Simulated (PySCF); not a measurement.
**C2H5ClGe, SMILES `Cl/C=[CH]/[GeH3]`: what the electrons do**

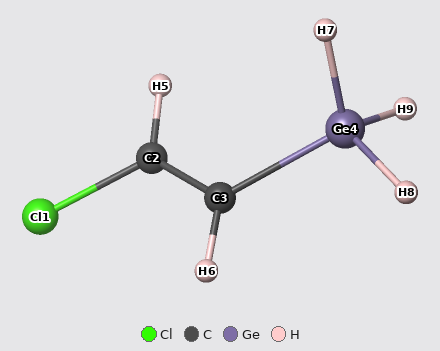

The molecule, with its atoms numbered as below. No frequency check shows the geometry to be a minimum.

Geometry (Å), atoms numbered from 1:

```
Cl1     -2.8773   -0.0282    0.0000
C2      -1.2069    0.3912   -0.0001
C3      -0.2308   -0.4998    0.0000
Ge4      1.6440    0.0232    0.0001
H5      -1.0405    1.4582    0.0004
H6      -0.4747   -1.5528   -0.0005
H7       1.9749    0.8362    1.2060
H8       2.4988   -1.1986   -0.0043
H9       1.9735    0.8432   -1.2033
```

## 1. Excited states

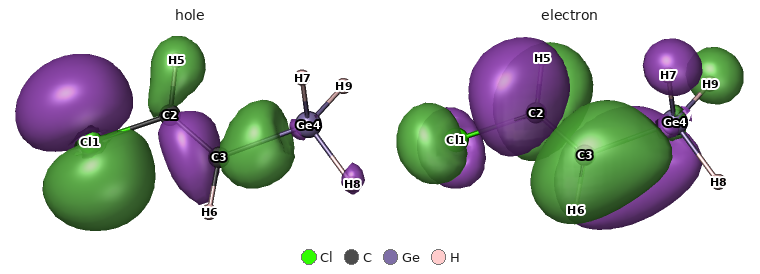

Leading natural transition orbital pair of S₁ (TDA singlet states); the surfaces enclose about 85 % of each orbital's density.

Level of theory: PBE0/def2-SVP (PySCF), at a geometry from GFN2-xTB. Without diffuse functions Rydberg states are missing, so the states' numbers hold for this basis only.

> Where does the state lie, and where do hole and electron sit?

6.67 eV (186 nm), f = 0.001 (very weak); the leading pair carries 100 %; hole on Cl1 (74 %), C3 (9 %) and C2 (7 %), electron on C2 (34 %), C3 (31 %) and Ge4 (11 %); their centroids lie 1.6 Å apart; S₂ lies within 0.1 eV of it. In canonical orbitals it is mainly HOMO−1 → LUMO (98 %). The HOMO–LUMO gap is 6.93 eV.

## 2. Removing or adding an electron

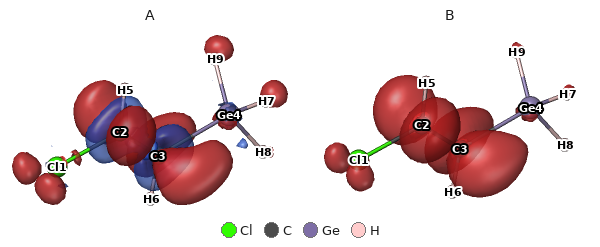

The Fukui function f⁺ from two separate SCF calculations and the density of the LUMO, at ±0.03 e/Å³ (red positive, blue negative).

Computed with PySCF, B3LYP/def2-TZVP, geometry: GFN2-xTB.

> Which panel is which, and how good is the frozen-orbital picture?

A is f⁺ (it has negative regions), B the LUMO density. The LUMO lies on C2 (31 %), C3 (29 %) and Ge4 (14 %); f⁺ (Hirshfeld-condensed) is largest on Cl1 (0.18), C2 (0.17) and Ge4 (0.17); the vertical electron affinity is −1.07 eV (the stability of the anion's solution wasn't checked; negative, but this basis has no diffuse functions, so it doesn't show that the anion is unbound). Relaxation shifts 28 % of the electron between atoms. The orbital energy is −0.94 eV.

## 3. Localised orbitals

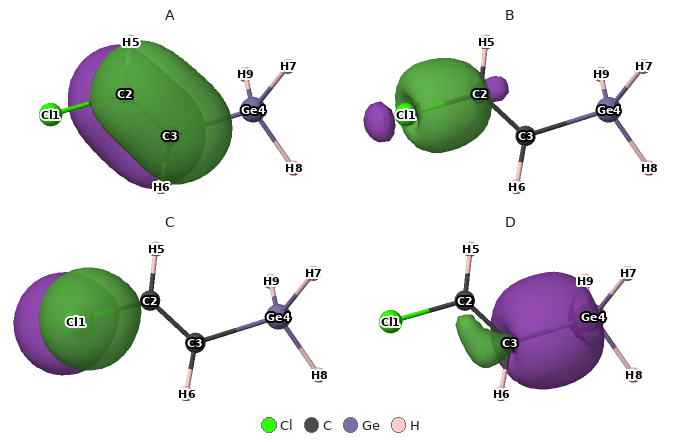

Pipek–Mezey orbitals, occupied; each surface holds about 85 % of the orbital's density. Energies are diagonal elements of the Fock matrix.

PySCF calculation, ωB97X/6-311G**, gas phase; geometry: GFN2-xTB.

> What does each orbital represent in a Lewis picture?

By panel:
- A: π bond C2–C3 (C2 50 %, C3 49 %; −11.3 eV)
- B: σ bond Cl1–C2 (Cl1 56 %, C2 43 %; −20.4 eV)
- C: lone pair on Cl1 (p-type) (Cl1 96 %; −12.0 eV)
- D: σ bond C3–Ge4 (C3 60 %, Ge4 38 %; −15.4 eV)

The PySCF runs shown took 73 s, 71 s and 13 s on 1 thread of Intel(R) Xeon(R) Platinum 8488C (Sapphire Rapids), on a shared host.
